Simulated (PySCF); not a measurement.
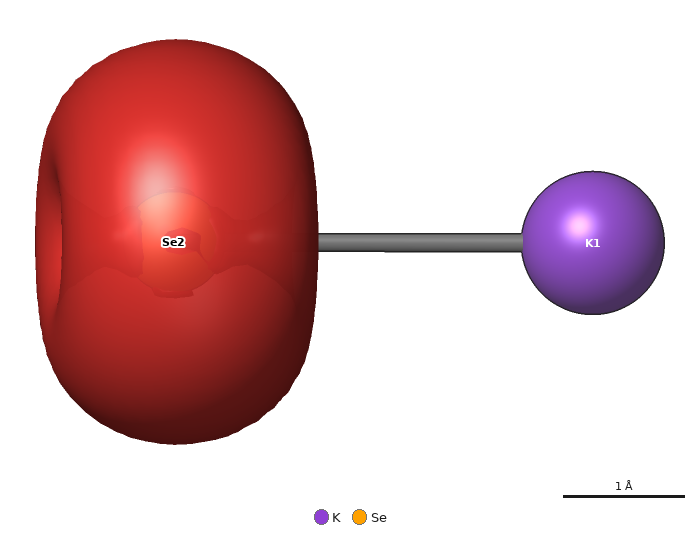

Figure. KSe (charge +1, triplet). Isosurfaces of the spin density at +0.03 (red) and −0.03 e/Å³ (blue), seen from one side.

Computed with PBE0/def2-SVP, non-relativistic Hamiltonian with scalar-relativistic core potentials where named, at a bond length of 3.503 Å (PySCF 2.14.0).

Question: Which atoms carry the spin?

Answer: The unpaired spin (2 electrons) lies mostly on Se2 (about 2.0), in electrons by Hirshfeld's partition.
